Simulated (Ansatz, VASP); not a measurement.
# Cross-check of BN between VASP and Ansatz

One calculation is typed for both programs; each brings its own data sets. How far apart do they land? The cell is taken from a series of VASP runs on this material, whose earlier steps may have relaxed, scaled or displaced it; both programs get it as it stands. Valence electrons are named where the data sets of a main pair hold unlike numbers.

Calculated with Ansatz 0.2.0; plane waves, with VASP 6.6.1 beside it; band structure at r2SCAN-EpsX with an exact-exchange share of 0.242.

## (1) The starting structure

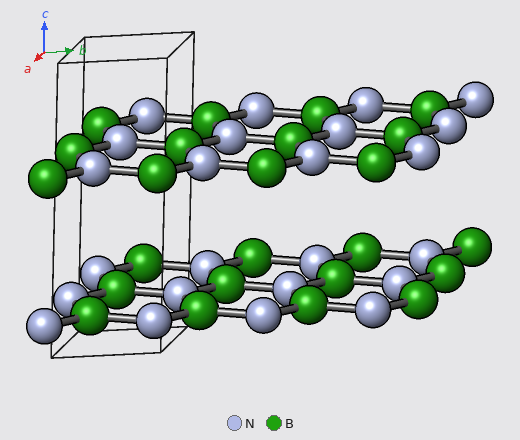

The cell as given, slightly off an axis (nitrogen light blue, boron green). 3×4×1 cells are drawn.

## (2) Ansatz: band structure, r2SCAN-EpsX with an exact-exchange share of 0.242

Ansatz runs on its default PAW (the set named soft_2) files.

The same path points are solved in both programs, so levels can be compared one by one.

input.yaml

```yaml
crystal:
  lattice:
    - [2.50399, 0.0, 0.0]
    - [-1.251995, 2.1685189508, 0.0]
    - [0.0, 0.0, 6.6612]
  atoms:
    - { symbol: "N", position: [0.6666666667, 0.3333333333, 0.25] }
    - { symbol: "N", position: [0.3333333333, 0.6666666667, 0.75] }
    - { symbol: B, position: [0.6666666667, 0.3333333333, 0.75] }
    - { symbol: B, position: [0.3333333333, 0.6666666667, 0.25] }
hamiltonian:
  xc: { exchange: r2scan, correlation: r2scan, exx: { coeff: 0.242 } }
  pseudopotentials: { kind: paw }
kpoints:
  mp_grid: { grid: [7, 7, 2] }
  band_path:
    path:
      - [0.0, 0.0, 0.0]
      - [0.44444, 0.0, 0.0]
      - [0.5, 0.0, 0.0]
      - [0.38889, 0.22222, 0.0]
      - [0.2963, 0.2963, 0.0]
      - [0.18519, 0.18519, 0.0]
      - [0.0, 0.0, 0.11111]
      - [0.0, 0.0, 0.5]
      - [0.44444, 0.0, 0.5]
      - [0.38889, 0.22222, 0.5]
      - [0.18519, 0.18519, 0.5]
      - [0.5, 0.0, 0.38889]
      - [0.33333, 0.33333, 0.0]
      - [0.33333, 0.33333, 0.5]
    npoints: 1
scf:
  occupations: { method: gaussian, width: 0.03 }
  n_extra_bands: 8
output:
  forces: true
  stress: true
  eigenvalues: true
```

Run with:

```sh
ansatz run input.yaml --threads 4 --pin off --max-ram 9216MiB --backend cpu --events-out ev --progress --plain --runs-dir out
```

Numbers of over 12 decimals in the logs are rounded to 6 here.

Log:

```text
Warning: output.stress: scf.convergence.dr2_threshold = 1e-7 eV (the SCF's general default) is looser than the 4e-10 eV advised for a printed stress (1e-10 eV for each atom of the cell: 4). What an SCF threshold leaves in a stress goes as its square root, and in the free energy as the threshold itself, and one threshold admits the most on a small cell: [figures from the program's tests cut] Set scf.convergence.dr2_threshold to 4e-10 eV or tighter. The threshold is an SCF's pass mark: one that does not reach it within its budget of iterations ends unconverged, or closes short of it on a stop that the run arms, and scf.convergence.dr2_threshold's page says what that costs each kind of run
Warning: output.stress: scf.exx.energy_threshold = 1e-6 eV is looser than the 4e-8 eV advised for a stress under a hybrid functional (1e-8 eV for each atom of the cell: 4). Every SCF of the exchange loop can meet its threshold on dr2 while the loop round them stops early: no threshold on dr2 bounds what that leaves in the stress. Set scf.exx.energy_threshold to 4e-8 eV or tighter. The threshold is the loop's pass mark: a loop that does not reach it within its budget of cycles ends unconverged, and scf.exx.energy_threshold's page has the law
scf.n_extra_bands = 8 over 8 filled bands (N_el = 16.0): the run solves 16 bands
Engine: ansatz 0.2.0, aarch64-unknown-linux-gnu
Pseudopotentials: kind: paw
Pseudopotential: N, paw, valence charge 5, recommended cutoff 500 eV (meta_gga), N.paw.azcp
Pseudopotential: B, paw, valence charge 3, recommended cutoff 500 eV (meta_gga), B.paw.azcp
Functional definition: unnamed
  parameter a_1 = 0.242
  exchange = (1 - a_1)*r2scan_x + a_1*exact_x
  correlation = r2scan_c
Crystal: 4 atoms, lattice volume = 36.170 Å³
Basis set: ecut = 500 eV, 907 PW (Γ), exchange–correlation on 80×80×200 points (64 copies of the dense FFT grid, shifted against one another)
Bands: 16, of which v1, the nominal top of the filled ones, is band 8 counted from 1 (7 counted from 0)
Symmetry: 24 space group operations
Space group: P63/mmc (ITA 194), of the structure as read, at distance tolerance 3.3e-5 Å
k-points: 16 of 98
Non-local potential: N, projectors of the file, l = 0: 2, l = 1: 2, l = 2: 1
Non-local potential: B, projectors of the file, l = 0: 2, l = 1: 2, l = 2: 1
PAW form: soft (Blöchl's): semilocal exchange-correlation on the pseudo side does not see the compensation charge
PAW frozen core: N, regenerated for the run's functional, and the local potential with it (the file was generated under x = pbe(κ = 0.804, μ = 0.219515), c = pbe(β = 0.066725))
PAW frozen core: B, regenerated for the run's functional, and the local potential with it (the file was generated under x = pbe(κ = 0.804, μ = 0.219515), c = pbe(β = 0.066725))
PAW one-centre angular grid: N, 302 points (default); XC on 160 Gauss nodes
PAW one-centre angular grid: B, 302 points (default); XC on 160 Gauss nodes
Initial density: superposition of atomic densities (neutral atoms: chi_scale 0, normalization atom), corrected by the library's trained network
Initial wavefunctions: pseudopotential atomic-orbital guess
Functional: x = r2scan, c = r2scan; τ floored in thin density (d = 2e-4 eV/Å³), warm-up for x = 0.758 r2scan + 0.242 exact, c = r2scan; τ floored in thin density (d = 2e-4 eV/Å³)
SCF iter   1: F=—  HF=-1088.115460 eV  |F-HF|=—  |Δ(HF+E_count)|=         —  Δρ=8.61e-3  dr2=1.97e-2  dr2_τ=6.87e-1  ethr=1.77e-3  ⟨swp⟩=7.6  Hψ=1239  notcnv=0
preconditioner: auto → none  [insulator: Δε(μ)=5.098 eV  Ē_g=19.784 eV  σ=0.030 eV  W_gap=1.00  n_scr=4 (ndim 8)  ℏωp=24.7 eV  f_vac=0.023  D(μ)=0.00/eV (n_scr^D=0)]
SCF iter   2: F=—  HF=-1088.245653 eV  |F-HF|=—  |Δ(HF+E_count)|=   1.30e-1  Δρ=5.08e-3  dr2=4.07e-3  dr2_τ=3.18e-4  ethr=1.23e-4  ⟨swp⟩=4.2  Hψ=781  notcnv=0  defer=3
iter 3 solved again at ethr=1.60e-6 eV; its pass at ethr=2.54e-5 eV (dr2=2.56e-4 eV) is discarded
SCF iter   3: F=-1088.245332 eV  HF=-1088.245424 eV  |F-HF|=9.21e-5  |Δ(HF+E_count)|=   2.29e-4  Δρ=9.75e-4  dr2=2.39e-4  dr2_τ=1.04e-4  ethr=1.60e-6  ⟨swp⟩=2.3  Hψ=907  notcnv=0  defer=2
SCF 1 stopped early in 3 iterations: F = -1088.245332 eV  dr2 = 2.39e-4
  greatest PAW one-centre occupation: 0.805 electrons in one spin orbital (limit 2), on the N atom at site 1 (counted from 0), in its partial waves of l = 0
Initial density: handed on by an earlier stage of this run
Initial wavefunctions: those handed on with the density
Functional: x = 0.758 r2scan + 0.242 exact, c = r2scan; τ floored in thin density (d = 2e-4 eV/Å³)
Frozen-core exchange: fock
SCF iter   1: F=—  HF=-1087.800844 eV  |F-HF|=—  |Δ(HF+E_count)|=         —  Δρ=4.30e-3  dr2=4.25e-3  dr2_τ=2.34e-4  ethr=1.49e-5  ⟨swp⟩=6.1  Hψ=1108  notcnv=0
preconditioner: auto → none  [insulator: Δε(μ)=6.886 eV  Ē_g=22.427 eV  σ=0.030 eV  W_gap=1.00  n_scr=4 (ndim 8)  ℏωp=24.7 eV  f_vac=0.019  D(μ)=0.00/eV (n_scr^D=0)]
SCF iter   2: F=—  HF=-1087.799768 eV  |F-HF|=—  |Δ(HF+E_count)|=   1.08e-3  Δρ=1.01e-3  dr2=5.44e-4  dr2_τ=3.94e-5  ethr=1.49e-5  ⟨swp⟩=2.8  Hψ=553  notcnv=0  defer=1
SCF iter   3: F=—  HF=-1087.802604 eV  |F-HF|=—  |Δ(HF+E_count)|=   2.84e-3  Δρ=8.55e-4  dr2=1.74e-4  dr2_τ=4.03e-6  ethr=9.71e-7  ⟨swp⟩=3.2  Hψ=617  notcnv=0  defer=1
SCF iter   4: F=—  HF=-1087.802595 eV  |F-HF|=—  |Δ(HF+E_count)|=   9.38e-6  Δρ=2.05e-4  dr2=2.39e-5  dr2_τ=5.34e-7  ethr=9.71e-7  ⟨swp⟩=2.1  Hψ=390  notcnv=0
SCF iter   5: F=—  HF=-1087.802682 eV  |F-HF|=—  |Δ(HF+E_count)|=   8.71e-5  Δρ=1.66e-4  dr2=9.18e-6  dr2_τ=4.66e-7  ethr=3.80e-8  ⟨swp⟩=3.4  Hψ=580  notcnv=0  defer=1
SCF iter   6: F=-1087.802680 eV  HF=-1087.802681 eV  |F-HF|=1.18e-7  |Δ(HF+E_count)|=   1.55e-6  Δρ=3.79e-5  dr2=1.05e-6  dr2_τ=1.18e-8  ethr=3.80e-8  ⟨swp⟩=3.1  Hψ=477  notcnv=0
SCF 2 stopped early in 6 iterations: F = -1087.802680 eV  dr2 = 1.05e-6
  greatest PAW one-centre occupation: 0.804 electrons in one spin orbital (limit 2), on the N atom at site 1 (counted from 0), in its partial waves of l = 0
hybrid outer 1: dexx = +3.262e-3 eV, tail = 5.08e-6 eV
Frozen-core exchange: fock
SCF iter   1: F=—  HF=-1087.802705 eV  |F-HF|=—  |Δ(HF+E_count)|=         —  Δρ=2.87e-5  dr2=1.53e-7  dr2_τ=2.14e-8  ethr=1.59e-7  ⟨swp⟩=4.8  Hψ=706  notcnv=0
preconditioner: auto → none  [insulator: Δε(μ)=6.911 eV  Ē_g=22.422 eV  σ=0.030 eV  W_gap=1.00  n_scr=4 (ndim 8)  ℏωp=24.7 eV  f_vac=0.020  D(μ)=0.00/eV (n_scr^D=0)]
SCF iter   2: F=—  HF=-1087.802705 eV  |F-HF|=—  |Δ(HF+E_count)|=   2.13e-7  Δρ=1.65e-5  dr2=5.26e-8  dr2_τ=3.44e-9  ethr=6.94e-10  ⟨swp⟩=3.2  Hψ=509  notcnv=0  defer=1
SCF iter   3: F=-1087.802705 eV  HF=-1087.802705 eV  |F-HF|=1.81e-9  |Δ(HF+E_count)|=   7.05e-9  Δρ=5.72e-6  dr2=3.66e-9  dr2_τ=3.00e-10  ethr=2.47e-10  ⟨swp⟩=2.9  Hψ=439  notcnv=0  defer=1
SCF 3 converged in 3 iterations: F = -1087.802705 eV  dr2 = 3.66e-9
  Residual-converged pass: ⟨swp⟩=3.0  Hψ=482  notcnv=0  max |occ|·‖R‖ = 2.3e-6 eV (tolerance 2.4e-6 eV)  dr2=3.70e-9  dr2_τ=2.95e-10  dr2_onsite=6.50e-10  max |Δocc| = 0.0e0
hybrid outer 2: dexx = +2.256e-7 eV, tail = 1.02e-8 eV, Δε = 1.43e-3 eV (about 7.39e-5 eV left of the loop's levels)
NSCF: frozen V_eff on 14 k-points
hybrid SCF converged: 2 outer / 9 inner (+3 warm-up), last move |dexx| = 2.26e-7 eV, tail = 1.02e-8 eV
Stability not checked: this state was not tested for a lower state beside it, because the functional holds exact exchange (a hybrid, or Hartree-Fock), whose exchange loop this test does not read (fock_operator; see scf.lower_state_search)
Free energy (F): -1087.802705 eV
Frozen-core exchange: fock
Harris-Foulkes:  -1087.802705 eV  (|F-HF|=1.81e-9)
Internal energy: -1087.802705 eV  (E = F + TS)
E sigma→0 (E₀):  -1087.802705 eV
Fermi energy:    6.803563 eV
--- Per-component energies (eV) ---
  E_band       = -75.200029
  E_kinetic    = 367.097109
  E_local      = -694.002989  (includes V_loc(G=0)·N_el)
  E_nonlocal   = 112.941837
  E_hartree    = 225.331657
  E_xc         = -142.226534
  E_vxc        = -193.525560  (∫ρ·V_xc dr)
  E_exx        = -44.045212  (= α·E_x^exact, valence–valence)
  E_paw        = -414.887612  (= ΣΔE_a)
  E_vpaw       = -39.529307  (= ΣTr[D̂ρ^β])
  E_aug_tail   = 0.000046  (compensation charges beyond the density's cutoff)
  E_vtau       = 9.245659  (kinetic-family band-sum trace: ∫τ·v_τ [+ j·A + Jᵃ·Aᵃ] dr)
  E_ewald      = -497.875223
  E_core_change = -0.135782  (= ΣΔE_core)
  E_smearing   = -0.000000  (= −TS)
  E_closure    = -0.000001  (closes the sum)
  Σ components = -1087.802705   (vs F -1087.802705, Δ=0.00e0)
--- Forces (eV/Å), atoms counted from 1 ---
  atom   1  N     -0.00000000     0.00000000    -0.00000000
  atom   2  N     -0.00000000    -0.00000000     0.00000000
  atom   3  B      0.00000000     0.00000000     0.00000000
  atom   4  B     -0.00000000    -0.00000000    -0.00000000
  max |Σ_I F_I| component: 2.78e-17 eV/Å
--- Stress (GPa, compression-positive) ---
       -6.224458       0.000000       0.000000
       -0.000000      -6.224458       0.000000
        0.000000       0.000000       0.839662
  P = ⅓ Tr σ = -3.8698 GPa (-38.698 kbar)
--- Band table (eV; the first three rows and the last of 16) ---
  k-point 0: bands = [... 4 lower, 1.8007, 1.8007, 1.8423, 1.8423, 10.6550, 16.5032, 17.8943, 17.8943, ... 4 higher]
  k-point 1: bands = [... 4 lower, 1.8214, 1.8214, 1.8214, 1.8214, 13.2842, 13.2842, 17.9651, 17.9651, ... 4 higher]
  k-point 2: bands = [... 4 lower, 0.1074, 0.1501, 1.0393, 1.0916, 11.3717, 16.2211, 17.3715, 17.8300, ... 4 higher]
  k-point 15: bands = [... 4 lower, -4.0671, -4.0671, 2.9612, 2.9612, 10.8762, 10.8762, 17.9555, 17.9555, ... 4 higher]
```

Elapsed: 24 s, on 4 threads of Arm Neoverse V1, shared host; peak memory 0.77 GiB.

[end of part 1 of 2]

[Lines on the potential files, build, host, timing and source positions are cut from VASP's logs without a mark.]

[Logs are printed without paths, hosts, clocks, repeated set-up lines and the standing remarks that a program may print on its own settings, such as how far it seeks lower states.]

[Hosts, paths, dates, database ids (printed as entryN), source tags and the programs' standing remarks are cut or masked in the printed files.]
